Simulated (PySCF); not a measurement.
Ga(H)(F)2(OH2), H₃F₂GaO, singlet at its PBE0/def2-SVP optimised geometry (Å):

```
7

Ga    -0.8046    -0.4173     0.0000
H     -1.4475     0.9861     0.0000
F     -0.7148    -1.4265    -1.4552
F     -0.7278    -1.4238     1.4571
O      1.2846    -0.4173     0.0000
H      1.4408    -0.9828    -0.7752
H      1.4475    -0.9861     0.7710
```

Calculation: PySCF with PBE0/def2-TZVP. Cells within 0.4 Å of a nucleus heavier than hydrogen are left out (blank, or x).

Map of the electrostatic potential (hartree/e), clipped to [-0.08, 0.12] on the plane z = 0.0 Å:

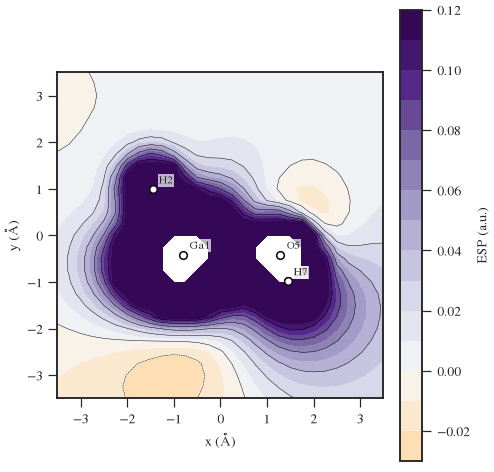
Figure. Electrostatic potential (hartree/e), clipped to [-0.08, 0.12] on the plane z = 0.0 Å.
